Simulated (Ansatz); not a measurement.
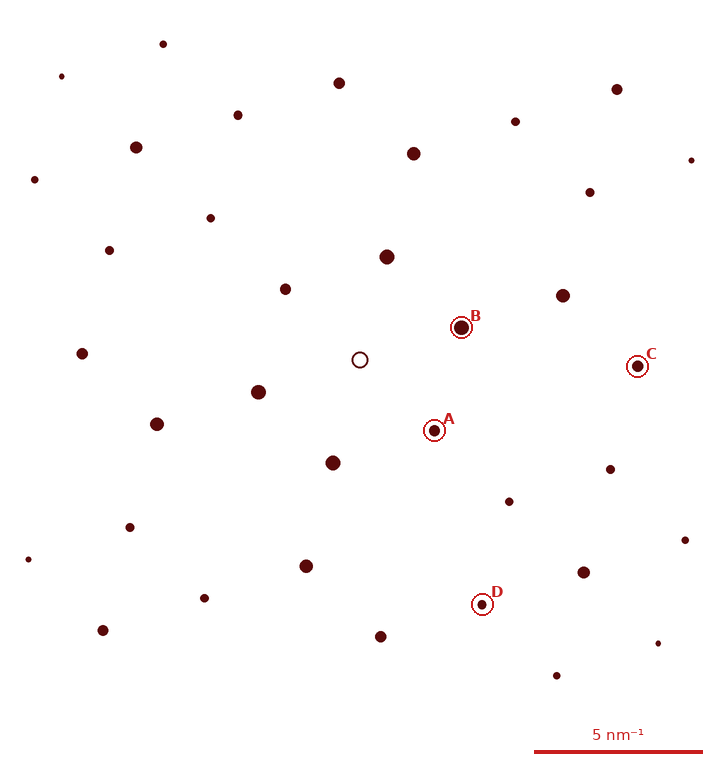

The pattern is a kinematic simulation for 200 kV electrons (no multiple scattering; isotropic B = 0.3 Å²). The zone axis points towards the electron source and the pattern is seen from the source side.

Crystal: La, space group P6_3/mmc (No. 194), a = 3.770 Å, c = 12.130 Å (hexagonal axes). Structure: coordinates from a relaxation at fixed volume with Ansatz, DFT PBE, spin-orbit coupling, plane waves, PAW.

```
La
1.0
     3.77000    0.00000    0.00000
    -1.88500    3.26492    0.00000
     0.00000    0.00000   12.13000
La
4
Direct
  0.00000 0.00000 0.00000
  0.00000 0.00000 0.50000
  0.33333 0.66667 0.25000
  0.66667 0.33333 0.75000
```

Spot A is indexed 0 -1 0 and spot B 1 -1 -1.

What are the indices of the remaining marked spots?

C = A + 2B = 2 -3 -2 (d = 1.209 Å). D = 3A − B = -1 -2 1 (d = 1.228 Å).

Give [uvw].

The cross product of A and B is parallel to [101]; every spot obeys hu + kv + lw = 0.

What are the spacings of A and B and the angle between them?

d(A) = 3.265 Å, d(B) = 3.153 Å, and the angle is 61.1°.
